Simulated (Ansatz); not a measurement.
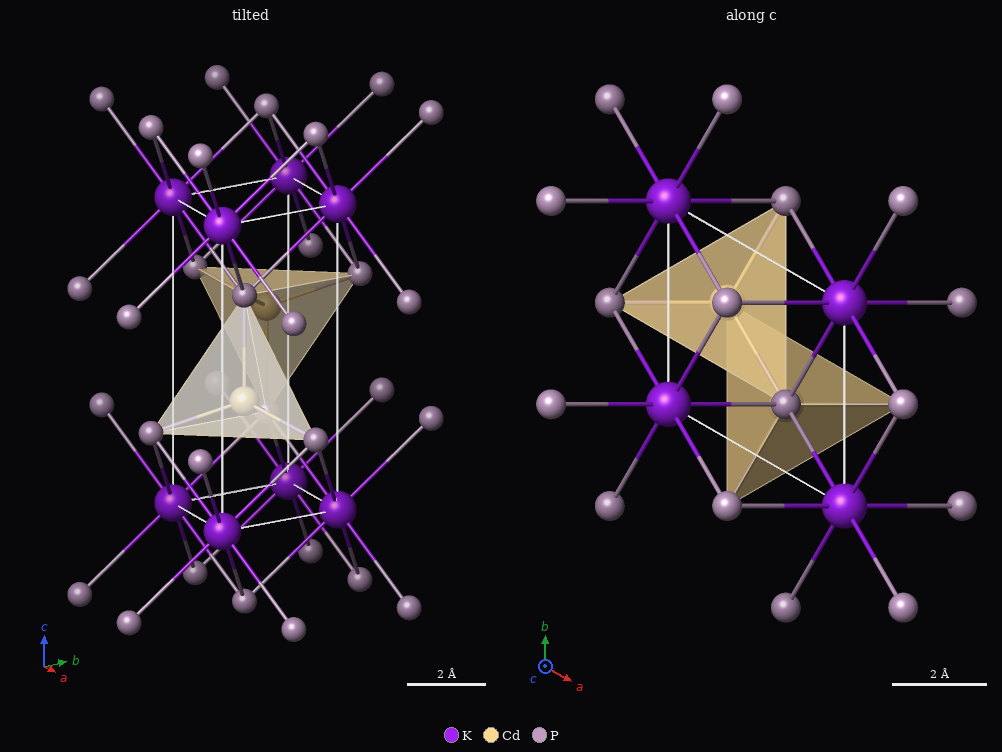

Polyhedral drawing of the structure, looking slightly off an axis and along the c axis. Lines trace the edges of the conventional unit cell. A few atoms beyond the faces are included.

KCd₂P₂, CaAl₂Si₂ type, space group P-3m1 (No. 164), a = 4.359 Å, b = 4.359 Å, c = 8.007 Å, α = 90.00°, β = 90.00°, γ = 120.00°. It derives from a structure type filled with these elements by a generator (whether the compound takes this form wasn't checked). Earlier steps of the study, as a rule a relaxation of our own, may have changed the cell and positions, so they can lie some per cent off the listed ones. Ansatz was used for an electronic-structure calculation on it.

This one geometry was computed with Ansatz (DFT, plane waves, PAW) at three levels of theory: PBE, r2SCAN and LDA.

Which level gives the highest pressure at this volume, and what does that say about its equilibrium volume?

Answer. Highest: PBE (0.0 GPa), which points to the largest equilibrium volume. Lowest, with the smallest volume: LDA (-4.2 GPa). Levels within 0.5 GPa of each other can't be told apart.

How does the band gap change with the level of theory?

Answer. All levels give a metal, though semilocal functionals underestimate gaps and can close a small one.

Collect the results in a table.

Answer.
| level | cutoff (eV) | k-mesh of the run's cell | gap (eV) | pressure (GPa) |
| --- | --- | --- | --- | --- |
| PBE | 420 | 12×12×6 | metal | 0.0 |
| r2SCAN | 500 | 12×12×6 | metal | -1.1 |
| LDA | 420 | 12×12×6 | metal | -4.2 |

Gaps are taken on the k-mesh or band path of each run.
